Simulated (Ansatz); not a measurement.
# Nudged elastic band, with input and output: CH4FOSi (charge +1) (part 1 of 2)

- system: CH4FOSi, charge +1, SMILES O[CH+][SiH2]F
- method: RKS PBE0/def2-SVP (Ansatz 0.2.0)

It belongs to a series of runs on one base structure; here: band between the two ends.

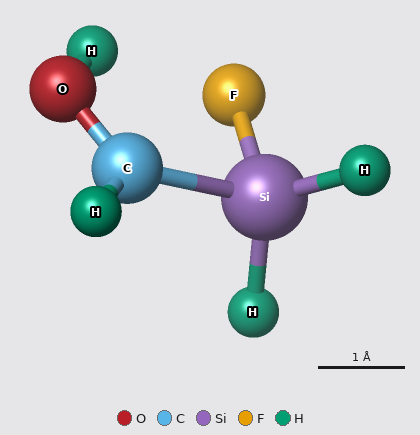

**Figure 1.** The input geometry (ball-and-stick view, seen at a tilt).

### Input file
```yaml
crystal:
  periodic: [false, false, false]
  atoms:
    - { symbol: O, position_ang: [-0.732661, 1.52012, -0.30241] }
    - { symbol: C, position_ang: [0.059177, 0.897858, 0.440763] }
    - { symbol: Si, position_ang: [0.358127, -0.992088, 0.046071] }
    - { symbol: F, position_ang: [-0.662855, -0.958439, -1.223722] }
    - { symbol: H, position_ang: [-1.109016, 0.937181, -1.013775] }
    - { symbol: H, position_ang: [0.488638, 1.528652, 1.239369] }
    - { symbol: H, position_ang: [1.76721, -1.152476, -0.36336] }
    - { symbol: H, position_ang: [-0.168611, -1.780798, 1.177064] }
total_charge: 1
basis:
  gaussian: { orbitals: def2-SVP }
hamiltonian:
  xc: pbe0
neb:
  order_check: false
  images: 9
  f_tol: 0.05
  max_iterations: 60
  optimiser: fire
  climbing: true
  final_atoms:
    - { symbol: O, position_ang: [-0.16434732, 1.74898387, 0.58567688] }
    - { symbol: C, position_ang: [-0.39211549, 0.80652383, -0.21117462] }
    - { symbol: Si, position_ang: [0.24168383, -1.05128763, -0.13615866] }
    - { symbol: F, position_ang: [-0.46767779, -1.66550884, -1.43073548] }
    - { symbol: H, position_ang: [0.40534076, 1.54138556, 1.35724018] }
    - { symbol: H, position_ang: [-1.04194532, 1.13460968, -1.0458146] }
    - { symbol: H, position_ang: [1.71255378, -0.94025666, -0.25980257] }
    - { symbol: H, position_ang: [-0.29348346, -1.5744398, 1.14076889] }
  initial_path:
    images:
      - { positions_ang: [[-0.732661, 1.52012, -0.30241], [0.059177, 0.897858, 0.440763], [0.358127, -0.992088, 0.046071], [-0.662855, -0.958439, -1.223722], [-1.109016, 0.937181, -1.013775], [0.488638, 1.528652, 1.239369], [1.76721, -1.152476, -0.36336], [-0.168611, -1.780798, 1.177064]] }
      - { positions_ang: [[-0.78140316, 1.50896941, -0.20130942], [0.07497341, 0.90354701, 0.37706283], [0.36416098, -0.99652625, 0.03559422], [-0.4683791, -0.97285815, -1.30060274], [-1.24107133, 0.92385018, -0.77084088], [0.58406541, 1.55156677, 1.01701653], [1.76424883, -1.17253768, -0.20826536], [-0.29658605, -1.74600128, 1.05134482]] }
      - { positions_ang: [[-0.83014532, 1.49781883, -0.10020884], [0.09076983, 0.90923601, 0.31336267], [0.37019497, -1.0009645, 0.02511744], [-0.27390319, -0.9872773, -1.37748348], [-1.37312667, 0.91051936, -0.52790675], [0.67949282, 1.57448155, 0.79466405], [1.76128766, -1.19259937, -0.05317073], [-0.4245611, -1.71120456, 0.92562564]] }
      - { positions_ang: [[-0.87888747, 1.48666824, 0.00089174], [0.10656624, 0.91492502, 0.2496625], [0.37622895, -1.00540276, 0.01464066], [-0.07942729, -1.00169646, -1.45436422], [-1.505182, 0.89718853, -0.28497263], [0.77492023, 1.59739632, 0.57231158], [1.75832649, -1.21266105, 0.10192391], [-0.55253615, -1.67640784, 0.79990647]] }
      - { positions_ang: [[-0.92762963, 1.47551765, 0.10199232], [0.12236266, 0.92061403, 0.18596234], [0.38226293, -1.00984101, 0.00416388], [0.11504861, -1.01611561, -1.53124496], [-1.63723733, 0.88385771, -0.04203851], [0.87034763, 1.62031109, 0.3499591], [1.75536532, -1.23272274, 0.25701854], [-0.6805112, -1.64161112, 0.67418729]] }
      - { positions_ang: [[-0.97637179, 1.46436706, 0.2030929], [0.13815907, 0.92630303, 0.12226217], [0.38829692, -1.01427926, -0.0063129], [0.30952452, -1.03053476, -1.6081257], [-1.76929267, 0.87052689, 0.20089562], [0.96577504, 1.64322586, 0.12760663], [1.75240415, -1.25278442, 0.41211318], [-0.80848624, -1.60681441, 0.54846811]] }
      - { positions_ang: [[-0.81396689, 1.52129043, 0.2796097], [0.03210416, 0.90234719, 0.05557481], [0.3589743, -1.02168093, -0.03228206], [0.15408406, -1.15752958, -1.57264766], [-1.33436598, 1.00469862, 0.43216453], [0.56423097, 1.54150263, -0.10707762], [1.74443408, -1.19027887, 0.27773003], [-0.70548569, -1.60033948, 0.66692827]] }
      - { positions_ang: [[-0.651562, 1.57821379, 0.35612649], [-0.07395075, 0.87839135, -0.01111255], [0.32965168, -1.02908261, -0.05825121], [-0.0013564, -1.28452439, -1.53716961], [-0.8994393, 1.13887036, 0.66343344], [0.1626869, 1.43977939, -0.34176187], [1.736464, -1.12777332, 0.14334688], [-0.60248513, -1.59386456, 0.78538842]] }
      - { positions_ang: [[-0.48915711, 1.63513715, 0.43264329], [-0.18000566, 0.85443551, -0.07779991], [0.30032906, -1.03648428, -0.08422036], [-0.15679686, -1.41151921, -1.50169157], [-0.46451261, 1.27304209, 0.89470235], [-0.23885717, 1.33805615, -0.57644611], [1.72849393, -1.06526777, 0.00896373], [-0.49948457, -1.58738964, 0.90384858]] }
      - { positions_ang: [[-0.32675221, 1.69206051, 0.50916008], [-0.28606057, 0.83047967, -0.14448727], [0.27100644, -1.04388595, -0.11018951], [-0.31223732, -1.53851403, -1.46621352], [-0.02958593, 1.40721382, 1.12597126], [-0.64040125, 1.23633291, -0.81113036], [1.72052385, -1.00276222, -0.12541942], [-0.39648401, -1.58091472, 1.02230873]] }
      - { positions_ang: [[-0.16434732, 1.74898387, 0.58567688], [-0.39211549, 0.80652383, -0.21117462], [0.24168383, -1.05128763, -0.13615866], [-0.46767779, -1.66550884, -1.43073548], [0.40534076, 1.54138556, 1.35724018], [-1.04194532, 1.13460968, -1.0458146], [1.71255378, -0.94025666, -0.25980257], [-0.29348346, -1.5744398, 1.14076889]] }
```

Run on 1 thread of Intel Xeon (Emerald Rapids), 192 GiB of memory available, shared host.

Run as:
```bash
ansatz run input.yaml --threads 1 --pin off --max-ram 2048MiB --backend cpu --events-out ev --progress --plain --runs-dir out
```

### Output
```
Engine: ansatz 0.2.0, x86_64-unknown-linux-gnu
Functional definition: PBE0
  parameter a = 0.25
  parameter kappa = 0.804
  parameter beta = 0.06672455060314922
  exchange = (1 - a)*pbe_x(kappa = kappa, mu = beta*pi^2/3) + a*exact_x
  correlation = pbe_c(beta = beta)
837 factors; integrals over basis functions are off by at most 5.8e-4 eV
mean field evaluation 1: about -13711.4754 eV, gradient 7.0e1 eV
mean field evaluation 2: about -13695.1775 eV, gradient 1.2e2 eV
mean field evaluation 4: about -13719.6018 eV, gradient 5.4e0 eV
mean field evaluation 8: about -13719.6758 eV, gradient 4.0e-1 eV
mean field evaluation 16: about -13719.6762 eV, gradient 7.6e-6 eV
mean field -13719.67617225 eV, -504.1887997997 hartree, gradient 7.6e-6 eV, S^2 0.000000; 0 other end points of the search recorded, 0 dependent functions left out
the calculation of the forces begins
reference -13719.67619410 eV, -504.1888006028 hartree; 20, 20 occupied and 60, 60 virtual orbitals, 837 factors
836 factors; integrals over basis functions are off by at most 6.8e-4 eV
mean field -13719.43412518 eV, -504.1799047339 hartree, gradient 6.6e-6 eV, S^2 0.000000; 0 other end points of the search recorded, 0 dependent functions left out
[... from here on the field's lines of each further geometry are left out, up to the last ...]
NEB iter   1: max|band force component| = 9.350e1 eV/Å  barrier→ = 29.1473 eV  barrier← = 28.9053 eV  Δτ_max = 0.2000 Å  (271 SCF iters)
NEB iter   2: max|band force component| = 1.608e1 eV/Å  barrier→ = 8.2673 eV  barrier← = 8.0253 eV  Δτ_max = 0.2000 Å  (256 SCF iters)
NEB iter   3: max|band force component| = 1.179e1 eV/Å  barrier→ = 5.5501 eV  barrier← = 5.3080 eV  Δτ_max = 0.0427 Å  (269 SCF iters)
NEB iter   4: max|band force component| = 9.120e0 eV/Å  barrier→ = 4.7683 eV  barrier← = 4.5262 eV  Δτ_max = 0.0772 Å  (261 SCF iters)
NEB iter   5: max|band force component| = 5.955e0 eV/Å  barrier→ = 3.5690 eV  barrier← = 3.3270 eV  Δτ_max = 0.0938 Å  (258 SCF iters)
NEB iter   6: max|band force component| = 7.817e0 eV/Å  barrier→ = 2.4362 eV  barrier← = 2.1941 eV  Δτ_max = 0.0296 Å  (253 SCF iters)
NEB iter   7: max|band force component| = 6.047e0 eV/Å  barrier→ = 2.0927 eV  barrier← = 1.8506 eV  Δτ_max = 0.0527 Å  (255 SCF iters)
NEB iter   8: max|band force component| = 3.950e0 eV/Å  barrier→ = 1.5948 eV  barrier← = 1.3528 eV  Δτ_max = 0.0659 Å  (250 SCF iters)
NEB iter   9: max|band force component| = 4.336e0 eV/Å  barrier→ = 1.0811 eV  barrier← = 0.8391 eV  Δτ_max = 0.0158 Å  (256 SCF iters)
NEB iter  10: max|band force component| = 3.083e0 eV/Å  barrier→ = 0.9637 eV  barrier← = 0.7216 eV  Δτ_max = 0.0272 Å  (247 SCF iters)
NEB iter  11: max|band force component| = 2.483e0 eV/Å  barrier→ = 0.7774 eV  barrier← = 0.5354 eV  Δτ_max = 0.0349 Å  (252 SCF iters)
NEB iter  12: max|band force component| = 2.503e0 eV/Å  barrier→ = 0.5837 eV  barrier← = 0.3416 eV  Δτ_max = 0.0091 Å  (252 SCF iters)
NEB iter  13: max|band force component| = 1.957e0 eV/Å  barrier→ = 0.5428 eV  barrier← = 0.3007 eV  Δτ_max = 0.0163 Å  (237 SCF iters)
NEB iter  14: max|band force component| = 1.513e0 eV/Å  barrier→ = 0.4743 eV  barrier← = 0.2323 eV  Δτ_max = 0.0061 Å  (264 SCF iters)
NEB iter  15: max|band force component| = 1.423e0 eV/Å  barrier→ = 0.4497 eV  barrier← = 0.2076 eV  Δτ_max = 0.0119 Å  (206 SCF iters)
NEB iter  16: max|band force component| = 1.248e0 eV/Å  barrier→ = 0.4077 eV  barrier← = 0.1657 eV  Δτ_max = 0.0170 Å  (229 SCF iters)
NEB iter  17: max|band force component| = 9.970e-1 eV/Å  barrier→ = 0.3586 eV  barrier← = 0.1165 eV  Δτ_max = 0.0210 Å  (234 SCF iters)
NEB iter  18: max|band force component| = 6.887e-1 eV/Å  barrier→ = 0.3131 eV  barrier← = 0.0710 eV  Δτ_max = 0.0238 Å  (237 SCF iters)
NEB iter  19: max|band force component| = 3.487e-1 eV/Å  barrier→ = 0.2904 eV  barrier← = 0.0484 eV  CI = image 5  Δτ_max = 0.0249 Å  (238 SCF iters)
NEB iter  20: max|band force component| = 2.212e-1 eV/Å  barrier→ = 0.2885 eV  barrier← = 0.0464 eV  CI = image 5  Δτ_max = 0.0253 Å  (240 SCF iters)
NEB iter  21: max|band force component| = 3.752e-1 eV/Å  barrier→ = 0.2862 eV  barrier← = 0.0442 eV  CI = image 5  Δτ_max = 0.0004 Å  (235 SCF iters)
NEB iter  22: max|band force component| = 3.713e-1 eV/Å  barrier→ = 0.2862 eV  barrier← = 0.0441 eV  CI = image 5  Δτ_max = 0.0008 Å  (169 SCF iters)
NEB iter  23: max|band force component| = 3.635e-1 eV/Å  barrier→ = 0.2861 eV  barrier← = 0.0440 eV  CI = image 5  Δτ_max = 0.0012 Å  (174 SCF iters)
NEB iter  24: max|band force component| = 3.514e-1 eV/Å  barrier→ = 0.2860 eV  barrier← = 0.0439 eV  CI = image 5  Δτ_max = 0.0016 Å  (175 SCF iters)
NEB iter  25: max|band force component| = 3.346e-1 eV/Å  barrier→ = 0.2858 eV  barrier← = 0.0437 eV  CI = image 5  Δτ_max = 0.0020 Å  (178 SCF iters)
NEB iter  26: max|band force component| = 3.126e-1 eV/Å  barrier→ = 0.2856 eV  barrier← = 0.0435 eV  CI = image 5  Δτ_max = 0.0023 Å  (183 SCF iters)
NEB iter  27: max|band force component| = 2.849e-1 eV/Å  barrier→ = 0.2853 eV  barrier← = 0.0432 eV  CI = image 5  Δτ_max = 0.0030 Å  (186 SCF iters)
NEB iter  28: max|band force component| = 2.471e-1 eV/Å  barrier→ = 0.2850 eV  barrier← = 0.0429 eV  CI = image 5  Δτ_max = 0.0037 Å  (185 SCF iters)
NEB iter  29: max|band force component| = 1.968e-1 eV/Å  barrier→ = 0.2846 eV  barrier← = 0.0425 eV  CI = image 5  Δτ_max = 0.0044 Å  (191 SCF iters)
NEB iter  30: max|band force component| = 1.320e-1 eV/Å  barrier→ = 0.2841 eV  barrier← = 0.0420 eV  CI = image 5  Δτ_max = 0.0050 Å  (194 SCF iters)
NEB iter  31: max|band force component| = 1.023e-1 eV/Å  barrier→ = 0.2835 eV  barrier← = 0.0415 eV  CI = image 5  Δτ_max = 0.0053 Å  (198 SCF iters)
NEB iter  32: max|band force component| = 9.438e-2 eV/Å  barrier→ = 0.2829 eV  barrier← = 0.0408 eV  CI = image 5  Δτ_max = 0.0050 Å  (203 SCF iters)
NEB iter  33: max|band force component| = 1.087e-1 eV/Å  barrier→ = 0.2822 eV  barrier← = 0.0401 eV  CI = image 5  Δτ_max = 0.0004 Å  (207 SCF iters)
NEB iter  34: max|band force component| = 1.026e-1 eV/Å  barrier→ = 0.2821 eV  barrier← = 0.0401 eV  CI = image 5  Δτ_max = 0.0009 Å  (172 SCF iters)
NEB iter  35: max|band force component| = 9.928e-2 eV/Å  barrier→ = 0.2820 eV  barrier← = 0.0400 eV  CI = image 5  Δτ_max = 0.0013 Å  (175 SCF iters)
NEB iter  36: max|band force component| = 9.129e-2 eV/Å  barrier→ = 0.2819 eV  barrier← = 0.0399 eV  CI = image 5  Δτ_max = 0.0016 Å  (177 SCF iters)
NEB iter  37: max|band force component| = 7.625e-2 eV/Å  barrier→ = 0.2817 eV  barrier← = 0.0397 eV  CI = image 5  Δτ_max = 0.0019 Å  (178 SCF iters)
NEB iter  38: max|band force component| = 7.037e-2 eV/Å  barrier→ = 0.2815 eV  barrier← = 0.0395 eV  CI = image 5  Δτ_max = 0.0021 Å  (181 SCF iters)
NEB iter  39: max|band force component| = 6.602e-2 eV/Å  barrier→ = 0.2813 eV  barrier← = 0.0393 eV  CI = image 5  Δτ_max = 0.0023 Å  (183 SCF iters)
NEB iter  40: max|band force component| = 6.143e-2 eV/Å  barrier→ = 0.2811 eV  barrier← = 0.0390 eV  CI = image 5  Δτ_max = 0.0028 Å  (184 SCF iters)
NEB iter  41: max|band force component| = 5.870e-2 eV/Å  barrier→ = 0.2808 eV  barrier← = 0.0387 eV  CI = image 5  Δτ_max = 0.0033 Å  (192 SCF iters)
NEB iter  42: max|band force component| = 6.309e-2 eV/Å  barrier→ = 0.2805 eV  barrier← = 0.0384 eV  CI = image 5  Δτ_max = 0.0040 Å  (198 SCF iters)
NEB iter  43: max|band force component| = 6.970e-2 eV/Å  barrier→ = 0.2802 eV  barrier← = 0.0382 eV  CI = image 5  Δτ_max = 0.0047 Å  (202 SCF iters)
```
